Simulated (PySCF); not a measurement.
**What a change does: NMR shielding calculation on C3H7P**

System: C3H7P.
Method of run A: GIAO PBE0/pcSseg-1 NMR shielding, non-relativistic, gas phase (PySCF 2.14.0).

The geometry comes from this level: PBE0-D3(BJ)/def2-SVP. Text and figures count atoms from 1; the logs count them from 0 in places.

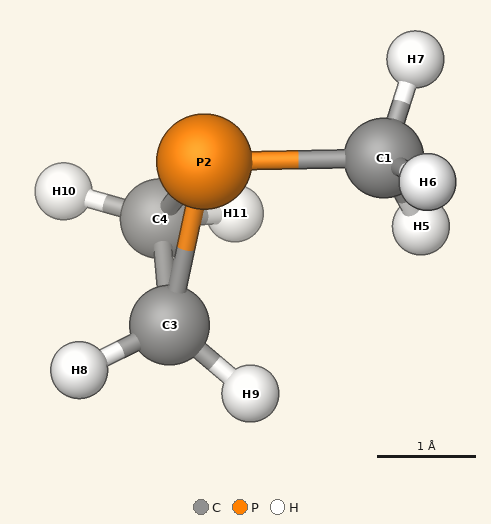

The structure (ball-and-stick view, seen at a tilt; atoms are numbered from 1 in the order of the input). Bond lengths as drawn: C–C 1.50 Å, C–H 1.09 to 1.10 Å and C–P 1.85 to 1.86 Å.

## Input file, run A
```
{"job": {"kind": "nmr", "xc": "PBE0", "basis": "pcSseg-1"}, "charge": 0, "multiplicity": 1}
C      1.536289     0.152155     0.093245
P     -0.047541    -0.244096     0.977034
C     -1.110911    -0.756629    -0.451108
C     -1.255444     0.685220    -0.076523
H      1.383931     0.381982    -0.972321
H      2.224750    -0.702688     0.174523
H      2.017811     1.017001     0.575480
H     -1.937582    -1.432755    -0.211299
H     -0.612478    -0.999659    -1.394987
H     -2.182782     0.996652     0.415018
H     -0.853307     1.439250    -0.760505
```

The first line tells a small driver script what to run in PySCF; the rest is the geometry in Å.

Command:
```bash
OMP_NUM_THREADS=1 python <driver script> task.json out
```

Hardware: 1 CPU thread, shared host.

## Output (run A)
```
coarse grid: 9224 points
cycle   1  E = -459.4981283882  dE =  2.747e-01  |g| = 3.343e-01  |ddm| = 2.901e+00
cycle   2  E = -459.4848314760  dE =  1.330e-02  |g| = 4.038e-01  |ddm| = 5.948e-01
cycle   3  E = -459.5271793383  dE = -4.235e-02  |g| = 4.555e-02  |ddm| = 3.763e-01
cycle   4  E = -459.5276953525  dE = -5.160e-04  |g| = 2.170e-02  |ddm| = 9.296e-02
cycle   5  E = -459.5278220879  dE = -1.267e-04  |g| = 4.441e-03  |ddm| = 2.506e-02
cycle   6  E = -459.5278273715  dE = -5.284e-06  |g| = 1.333e-03  |ddm| = 7.036e-03
final grid: 83160 points
cycle   7  E = -459.5533053615  dE = -1.802e-05  |g| = 7.894e-03  |ddm| = 2.160e-02
cycle   8  E = -459.5532927306  dE =  1.263e-05  |g| = 1.052e-02  |ddm| = 1.611e-02
cycle   9  E = -459.5533214420  dE = -2.871e-05  |g| = 7.370e-04  |ddm| = 1.033e-02
cycle  10  E = -459.5533215906  dE = -1.486e-07  |g| = 2.221e-04  |ddm| = 1.077e-03
cycle  11  E = -459.5533216036  dE = -1.294e-08  |g| = 4.212e-05  |ddm| = 2.362e-04
cycle  12  E = -459.5533216041  dE = -5.045e-10  |g| = 6.043e-06  |ddm| = 7.109e-05
converged SCF energy = -459.5533216041

GIAO shielding tensors (ppm)
atom      isotropic    diamagn.    paramagn.     s11        s22        s33       span
  0 C      167.218     253.256     -86.038    141.208    166.263    194.183     52.975
  1 P      595.482     965.451    -369.969    344.965    438.133   1003.349    658.384
  2 C      174.458     255.243     -80.785    140.124    173.263    209.987     69.863
  3 C      174.967     255.298     -80.331    141.181    173.462    210.257     69.076
  4 H       31.831      31.829       0.001     26.777     30.172     38.543     11.765
  5 H       30.316      29.849       0.467     25.704     27.172     38.072     12.368
  6 H       30.297      29.849       0.449     25.693     27.186     38.013     12.320
  7 H       30.511      30.183       0.328     24.777     25.439     41.318     16.541
  8 H       30.683      31.641      -0.959     25.141     27.622     39.284     14.143
  9 H       30.498      30.166       0.332     24.781     25.429     41.284     16.504
 10 H       30.705      31.651      -0.946     25.134     27.663     39.318     14.184
```

For run B the input was changed thus:
```diff
-"xc": "PBE0"
-"basis": "pcSseg-1"
+"xc": "HF"
+"basis": "pcSseg-2"
+"pop": false
```

How does run B compare with run A?

The total energies belong to different models, so their difference says nothing on which is more stable or more accurate. The HOMO goes from −7.09 to −9.62 eV. The LUMO goes from 0.87 to 2.85 eV. Of all shieldings, the largest change is that of P2, by +27.5 ppm. The method changes from PBE0 to HF. The SCF takes 10 iterations against 12. The basis functions go from 110 to 249.

## Output (run B)
```
final grid: 83160 points
cycle   1  E = -458.3950608696  dE =  6.185e-01  |g| = 3.252e-01  |ddm| = 2.207e+00
cycle   2  E = -458.4337751366  dE = -3.871e-02  |g| = 1.214e-01  |ddm| = 4.074e-01
cycle   3  E = -458.4380650296  dE = -4.290e-03  |g| = 5.353e-02  |ddm| = 1.962e-01
cycle   4  E = -458.4390851479  dE = -1.020e-03  |g| = 9.214e-03  |ddm| = 7.776e-02
cycle   5  E = -458.4391329715  dE = -4.782e-05  |g| = 3.432e-03  |ddm| = 2.601e-02
cycle   6  E = -458.4391424752  dE = -9.504e-06  |g| = 1.363e-03  |ddm| = 1.260e-02
cycle   7  E = -458.4391440163  dE = -1.541e-06  |g| = 3.987e-04  |ddm| = 5.005e-03
cycle   8  E = -458.4391441868  dE = -1.705e-07  |g| = 7.462e-05  |ddm| = 1.899e-03
cycle   9  E = -458.4391441927  dE = -5.969e-09  |g| = 1.975e-05  |ddm| = 2.993e-04
cycle  10  E = -458.4391441931  dE = -3.868e-10  |g| = 6.720e-06  |ddm| = 7.966e-05
converged SCF energy = -458.4391441931

GIAO shielding tensors (ppm)
atom      isotropic    diamagn.    paramagn.     s11        s22        s33       span
  0 C      175.843     243.086     -67.243    153.577    176.044    197.906     44.328
  1 P      622.990     963.404    -340.414    379.308    456.146   1033.516    654.208
  2 C      186.883     250.018     -63.135    154.350    181.717    224.580     70.230
  3 C      187.343     250.160     -62.816    155.275    181.916    224.840     69.565
  4 H       32.076      32.195      -0.119     26.645     30.792     38.791     12.147
  5 H       30.874      30.375       0.500     26.134     27.764     38.724     12.590
  6 H       30.858      30.395       0.463     26.122     27.791     38.659     12.537
  7 H       31.066      30.694       0.371     25.206     25.487     42.504     17.298
  8 H       31.097      32.266      -1.169     25.301     27.648     40.343     15.042
  9 H       31.048      30.680       0.368     25.195     25.476     42.471     17.276
 10 H       31.122      32.283      -1.161     25.304     27.691     40.372     15.069
```

## The two runs side by side

```csv
quantity,run A,run B
outcome,converged,converged
total energy (hartree),−459.553322,−458.439144
HOMO (eV),−7.09,−9.62
LUMO (eV),0.87,2.85
dipole moment (D),1.29,1.31
shielding of C1 (ppm),167.2,175.8
shielding of P2 (ppm),595.5,623.0
shielding of C3 (ppm),174.5,186.9
shielding of C4 (ppm),175.0,187.3
shielding of H6 (ppm),30.3,30.9
shielding of H7 (ppm),30.3,30.9
shielding of H8 (ppm),30.5,31.1
SCF iterations,12,10
basis functions,110,249
wall time (shared host),12 s,20 s
```
